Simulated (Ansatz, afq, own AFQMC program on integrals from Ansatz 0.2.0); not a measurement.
# CHBGe (singlet): quantum Monte Carlo beside coupled cluster, cc-pVDZ, part 2 of 2

Ansatz 0.2.0, Gaussian basis, and an in-house AFQMC program (afq) on its integrals; all values are calculated; cc-pVDZ, frozen cores. The steps go on from the part before.

**14. CCSD(T) on UHF**

in.yaml

```yaml
crystal:
  periodic: [false, false, false]
  atoms:
    - {symbol: C, position_ang: [0.000000, 0.000000, 0.878425]}
    - {symbol: B, position_ang: [0.000000, 0.000000, -0.458675]}
    - {symbol: Ge, position_ang: [0.000000, 0.000000, -2.370375]}
    - {symbol: H, position_ang: [0.000000, 0.000000, 1.950625]}
basis:
  gaussian: {orbitals: cc-pVDZ}
magnetization: {spin_polarized: true, initial_magnetization: 0}
correlation: {method: ccsd_t, electrons: outside_noble_gas, hamiltonian_folder: ham}
```

Run with:

```
ansatz run in.yaml --threads 1 --pin off --events-out ev --progress --plain --max-ram 1843MiB
```

The program printed, cut to the lines that bear on the results:

```text
Functional definition: HF
  name "HF"
  cite "Fock, Z. Phys. 61, 126 (1930) doi:10.1007/BF01340294"
  parent pbe
[...]
639 factors; integrals over basis functions are off by at most 1.3e-3 eV
[...]
mean field -58187.36374758 eV, -2138.3461769119 hartree, gradient 3.2e-6 eV, S^2 1.283574; 26 other end points of the search recorded, 0 dependent functions left out
determinant -58187.36374758 eV, -2138.3461769119 hartree, with singles and doubles -58194.95180968 eV, -2138.6250330506 hartree
determinant -58186.35839199 eV, -2138.3092307755 hartree, with singles and doubles -58193.52608489 eV, -2138.5726386309 hartree
determinant -58185.35415292 eV, -2138.2723256701 hartree, with singles and doubles -58192.62331395 eV, -2138.5394624108 hartree
determinant -58185.03939496 eV, -2138.2607585284 hartree, with singles and doubles -58192.51821739 eV, -2138.5356001835 hartree
[...]
determinant -58184.46385473 eV, -2138.2396078151 hartree, with singles and doubles -58190.85286799 eV, -2138.4743997220 hartree
determinant -58186.39731343 eV, -2138.3106611118 hartree, with singles and doubles -58195.00094929 eV, -2138.6268388979 hartree
16 core orbitals not correlated: weight in the atoms' cores, before any rotation towards them, 0.999 or more for the frozen orbitals, at most 0.000 for the correlated occupied ones
reference -58187.36374758 eV, -2138.3461769119 hartree; 6, 6 occupied and 38, 38 virtual orbitals, 639 factors
second order -6.09806539 eV of doubles, -0.00000000 eV of singles
cycle   1  -7.58992978 eV  change   -1.9e-3 eV  update   9.5e-3
[...]
cycle  11  -7.63442348 eV  change   -5.2e-6 eV  update   5.3e-6
perturbative correction -0.48352957 eV, -0.0177693839 hartree
WARN: the results are in doubt because among natural orbitals full CI differs from the method by -0.132 eV
Total energy: -58195.48170063 eV, -2138.6445061841 hartree
In doubt: among natural orbitals full CI differs from the method by -0.132 eV
```

Run time: 40 s. Hardware: 1 thread of Arm Neoverse V1, shared host; peak memory 0.25 GiB.

From the report: ⟨S²⟩ of the determinant 1.284 (pure singlet: 0.00); correlation -8.1180 eV; T1 0.098; largest double amplitude 0.12. The determinant is far from a pure spin state, so its energy mixes those of several spin states (harmless only where they are near-degenerate, as at dissociation). Mind the lines of doubt at the end of the log.

This run also writes the integrals to the folder ham.

**15. CCSDT(Q) on UHF**

Edit in.yaml of step 14 so:

```diff
@@ -10,2 +10,2 @@
 magnetization: {spin_polarized: true, initial_magnetization: 0}
-correlation: {method: ccsd_t, electrons: outside_noble_gas, hamiltonian_folder: ham}
+correlation: {method: ccsdt_q, electrons: outside_noble_gas}
```

Launched as before.

The program printed, cut to the lines that bear on the results:

```text
Functional definition: HF
  name "HF"
  cite "Fock, Z. Phys. 61, 126 (1930) doi:10.1007/BF01340294"
  parent pbe
[...]
1100 factors; integrals over basis functions are off by at most 1.3e-7 eV
[...]
mean field -58187.36379094 eV, -2138.3461785053 hartree, gradient 2.9e-6 eV, S^2 1.283574; 26 other end points of the search recorded, 0 dependent functions left out
determinant -58187.36379094 eV, -2138.3461785053 hartree, with singles and doubles -58194.95185238 eV, -2138.6250346199 hartree
determinant -58186.35843182 eV, -2138.3092322391 hartree, with singles and doubles -58193.52612833 eV, -2138.5726402274 hartree
determinant -58185.35420109 eV, -2138.2723274404 hartree, with singles and doubles -58192.62334772 eV, -2138.5394636521 hartree
determinant -58185.03943957 eV, -2138.2607601678 hartree, with singles and doubles -58192.51827163 eV, -2138.5356021768 hartree
[...]
determinant -58184.50571180 eV, -2138.2411460341 hartree, with singles and doubles -58191.58304799 eV, -2138.5012333418 hartree
determinant -58184.46389787 eV, -2138.2396094007 hartree, with singles and doubles -58190.85291634 eV, -2138.4744014986 hartree
determinant -58186.39735490 eV, -2138.3106626361 hartree, with singles and doubles -58195.00099188 eV, -2138.6268404631 hartree
16 core orbitals not correlated: weight in the atoms' cores, before any rotation towards them, 0.999 or more for the frozen orbitals, at most 0.000 for the correlated occupied ones
reference -58187.36379094 eV, -2138.3461785053 hartree; 6, 6 occupied and 38, 38 virtual orbitals, 1100 factors
second order -6.09807347 eV of doubles, -0.00000000 eV of singles
cycle   1  -6.76316034 eV  change   -6.7e-1 eV  update   1.3e-1
[...]
cycle  28  -8.29983858 eV  change    2.6e-7 eV  update   1.7e-7
perturbative correction -0.12289804 eV, -0.0045164197 hartree
Total energy: -58195.78652756 eV, -2138.6557083668 hartree
```

It took 2.1 min on 1 thread of Arm Neoverse V1, shared host; peak memory 0.81 GiB.

From the report: ⟨S²⟩ of the determinant 1.284 (pure singlet: 0.00); correlation -8.4227 eV; T1 0.129; largest double amplitude 0.18. The determinant is far from a pure spin state, so its energy mixes those of several spin states (harmless only where they are near-degenerate, as at dissociation).

**16. Phaseless AFQMC, CISD trial on UHF**

It reads the integrals that the CCSD(T) run on this determinant wrote.

Run with:

```
afq ham --method phaseless --trial cisd --walkers 60 --populations 1 --least-time 40 --time-step 0.005 --steps-per-block 50 --equilibration-blocks 28 --max-blocks 300 --target-error 0.00042 --factor-cut 1e-05 --start spin_pure --seed 8118 --release-times 0.24,0.51,0.99,1.62,2.4 --release-step 0.03 --release-every 4 --taylor-order 6
```

The program printed:

```text
orbitals 44  electrons 6 6  factors 352 of 639
reference energy -2138.34617691 Eh
CCSD correlation -0.28055960 Eh in 15 cycles, weight of the determinant in the CISD state 0.6482
energy of the start -2138.539788 Eh
 block  time / (1/Eh)  mean weight  energy / Eh
     1     0.250  0.9982  -2138.572005
     2     0.500  0.9996  -2138.598755
     3     0.750  1.0018  -2138.612063
     4     1.000  1.0012  -2138.629777
     5     1.250  0.9968  -2138.640461
     6     1.500  0.9988  -2138.655394
     7     1.750  0.9998  -2138.660518
     8     2.000  0.9993  -2138.642973
     9     2.250  1.0012  -2138.635767
    10     2.500  1.0001  -2138.652860
    17     4.250  0.9988  -2138.672569
    25     6.250  0.9995  -2138.645340
    33     8.250  1.0014  -2138.640135
    41    10.250  1.0009  -2138.674099
    49    12.250  1.0009  -2138.660291
    57    14.250  0.9995  -2138.644670
    65    16.250  0.9995  -2138.630459
    73    18.250  1.0022  -2138.672995
    81    20.250  0.9987  -2138.661484
    89    22.250  1.0013  -2138.647198
    97    24.250  0.9976  -2138.661669
   105    26.250  0.9990  -2138.652376
   113    28.250  0.9996  -2138.637194
   121    30.250  0.9962  -2138.643409
   129    32.250  0.9998  -2138.659406
   137    34.250  0.9998  -2138.649367
   145    36.250  1.0029  -2138.653065
   153    38.250  1.0012  -2138.686944
   161    40.250  0.9996  -2138.661157
   169    42.250  1.0007  -2138.661497
   177    44.250  1.0013  -2138.633244
   185    46.250  1.0006  -2138.655267
   193    48.250  1.0009  -2138.661678
   201    50.250  0.9979  -2138.659856
   209    52.250  1.0039  -2138.643821
   217    54.250  0.9998  -2138.676105
   225    56.250  0.9992  -2138.636437
   233    58.250  0.9986  -2138.660911
   241    60.250  1.0007  -2138.644634
   249    62.250  0.9980  -2138.655757
   257    64.250  0.9988  -2138.672513
   265    66.250  0.9992  -2138.645095
   273    68.250  1.0001  -2138.672193
   281    70.250  1.0005  -2138.645774
   289    72.250  0.9977  -2138.653783
   297    74.250  1.0005  -2138.653055
   305    76.250  1.0022  -2138.647315
   313    78.250  0.9985  -2138.656839
   321    80.250  0.9997  -2138.670844
blocks merged  error / Eh  count
     1  0.000735  300
     2  0.000941  150
     4  0.001153  75
     8  0.001185  37
    16  0.001369  18
    32  0.001651  9
released: time / (1/Eh)  energy / Eh  error  mean overlap
  0.24  -2138.654262  0.001845  0.9994
  0.51  -2138.653964  0.001771  0.9919
  0.99  -2138.657284  0.001812  0.9733
  1.62  -2138.657891  0.002595  0.9747
  2.40  -2138.658326  0.002719  0.9591
energy -2138.654421 +/- 0.001369 Eh
```

Wall time 13 min (1 thread of Arm Neoverse V1, shared host); peak memory 0.35 GiB.

Energy -58195.7515 ± 0.0372 eV. The run doesn't count as converged. Caveats: constraint bias not in the error; error above the target; large difference. The error still grows with block length (0.0322 to 0.0449 eV), so the bar may be too small.

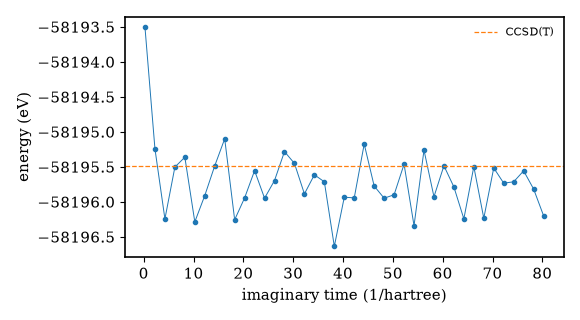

Block energies along the walk.

**17. Phaseless AFQMC, single-determinant trial on UHF**

It reads the integrals that the CCSD(T) run on this determinant wrote.

Run with:

```
afq ham --method phaseless --trial hf --walkers 120 --populations 1 --least-time 40 --time-step 0.005 --steps-per-block 20 --equilibration-blocks 112 --max-blocks 600 --target-error 0.00126 --factor-cut 1e-05 --start spin_pure --seed 5925 --taylor-order 6
```

The program printed:

```text
orbitals 44  electrons 6 6  factors 352 of 639
reference energy -2138.34617691 Eh
CCSD correlation -0.28055960 Eh in 15 cycles, weight of the determinant in the CISD state 0.6482
energy of the start -2138.361557 Eh
 block  time / (1/Eh)  mean weight  energy / Eh
     1     0.100  0.9992  -2138.413081
     2     0.200  1.0022  -2138.454464
     3     0.300  1.0015  -2138.487048
     4     0.400  1.0027  -2138.512262
     5     0.500  1.0003  -2138.540006
     6     0.600  1.0001  -2138.562975
     7     0.700  1.0028  -2138.579616
     8     0.800  0.9993  -2138.583288
     9     0.900  1.0013  -2138.593295
    10     1.000  1.0013  -2138.592103
    18     1.800  1.0002  -2138.628954
    35     3.500  1.0006  -2138.639734
    52     5.200  0.9969  -2138.642633
    69     6.900  1.0014  -2138.653000
    86     8.600  0.9989  -2138.647311
   103    10.300  0.9998  -2138.632671
   120    12.000  0.9987  -2138.676258
   137    13.700  1.0028  -2138.679574
   154    15.400  0.9996  -2138.672379
   171    17.100  1.0004  -2138.652182
   188    18.800  0.9991  -2138.642228
   205    20.500  0.9983  -2138.700683
   222    22.200  1.0008  -2138.662776
   239    23.900  0.9996  -2138.653254
   256    25.600  0.9995  -2138.677663
   273    27.300  1.0029  -2138.661834
   290    29.000  1.0004  -2138.625560
   307    30.700  0.9987  -2138.599745
   324    32.400  1.0016  -2138.656848
   341    34.100  1.0013  -2138.626326
   358    35.800  0.9988  -2138.662012
   375    37.500  0.9998  -2138.637736
   392    39.200  0.9994  -2138.667800
   409    40.900  0.9990  -2138.634749
   426    42.600  0.9990  -2138.644486
   443    44.300  1.0007  -2138.649535
   460    46.000  1.0009  -2138.626632
   477    47.700  1.0010  -2138.637665
   494    49.400  0.9997  -2138.643819
   511    51.100  0.9994  -2138.630208
   528    52.800  0.9996  -2138.625142
   545    54.500  0.9995  -2138.632725
   562    56.200  0.9982  -2138.625815
   579    57.900  1.0000  -2138.666617
   596    59.600  1.0031  -2138.685920
   613    61.300  1.0001  -2138.616485
   630    63.000  0.9992  -2138.647536
   647    64.700  0.9977  -2138.658550
   664    66.400  0.9994  -2138.645346
   681    68.100  0.9952  -2138.641583
   698    69.800  1.0002  -2138.667026
blocks merged  error / Eh  count
     1  0.000786  600
     2  0.001053  300
     4  0.001394  150
     8  0.001771  75
    16  0.002150  37
    32  0.002250  18
    64  0.002278  9
energy -2138.650216 +/- 0.002250 Eh
```

It took 6.5 min on 1 thread of Arm Neoverse V1, shared host; peak memory 0.35 GiB.

Energy -58195.6371 ± 0.0612 eV. Caveats: constraint bias not in the error; error above the target; large difference.

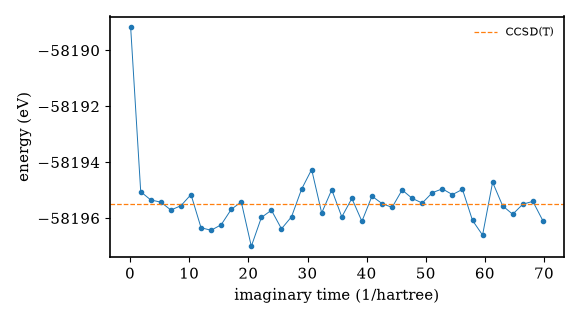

Block energies along the walk.

**18. Free-projection AFQMC, CISD trial on UHF**

It reads the integrals that the CCSD(T) run on this determinant wrote.

Run with:

```
afq ham --method free --trial cisd --walkers 60 --time-step 0.03 --max-blocks 80 --target-error 0.00042 --factor-cut 1e-05 --seed 9725 --times 0,0.21,0.42,0.81,1.2,1.8,2.4,3 --taylor-order 8
```

The program printed:

```text
orbitals 44  electrons 6 6  factors 352 of 639
reference energy -2138.34617691 Eh
CCSD correlation -0.28055960 Eh in 15 cycles, weight of the determinant in the CISD state 0.6482
repeat  energy at the last time / Eh  error
    10  -2138.641953  0.004258
    20  -2138.640454  0.002788
    30  -2138.641746  0.003368
    40  -2138.642583  0.002780
    50  -2138.642878  0.002404
    60  -2138.643990  0.002164
    70  -2138.644576  0.001969
    80  -2138.644661  0.001760
time / (1/Eh)  energy / Eh  error  mean overlap
  0.00  -2138.627520  0.000545  1.5439
  0.21  -2138.634177  0.000595  1.5448
  0.42  -2138.637783  0.000663  1.5534
  0.81  -2138.642130  0.000812  1.5606
  1.20  -2138.643539  0.000885  1.5730
  1.80  -2138.647629  0.001392  1.5783
  2.40  -2138.647817  0.001593  1.6182
  3.00  -2138.644661  0.001760  1.7183
energy -2138.644661 +/- 0.001760 Eh
```

It took 7.4 min on 1 thread of Arm Neoverse V1, shared host; peak memory 0.35 GiB.

Energy -58195.4859 ± 0.0479 eV. The run doesn't count as converged. Caveats: remainder of the start not in the error; start is not spin pure; error above the target; large difference.

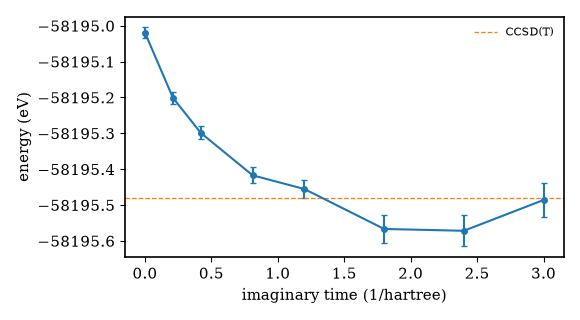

Energy against projection time, with error bars.

**19. AFQMC on the ladder**

On the UHF determinant, counted from CCSDT(Q) (a yardstick, not exact):

```csv
level,energy (eV),from CCSDT(Q) (kcal/mol),statistical error (kcal/mol),time
HF,-58187.3637,+194.23,,
MP2,-58193.4618,+53.61,,
CCSD,-58194.9982,+18.18,,
CCSD(T),-58195.4817,+7.03,,
CCSDT(Q),-58195.7865,0.00,,
"Phaseless AFQMC, single-determinant trial, step 0.005, 120 walkers",-58195.6371,+3.45,1.41,6.5 min
```

The functionals' totals stand on their own zeros and serve differences with other points: PBE -58232.154 eV; r2SCAN -58241.516 eV; PBE0 -58233.442 eV; B3LYP -58244.431 eV; wB97M-V -58238.925 eV; B2PLYP -58229.563 eV.

**20. Results**

What follows sums up all 2 parts.

```
                                                      quantity                  value
                                  CCSD(T) on UHF from CCSDT(Q)         +7.03 kcal/mol
Phaseless AFQMC, single-determinant trial on UHF from CCSDT(Q)  +3.45 ± 1.41 kcal/mol
```

**Reading.** Error bars are statistical and leave out the constraint, the time step and what remains of the start.
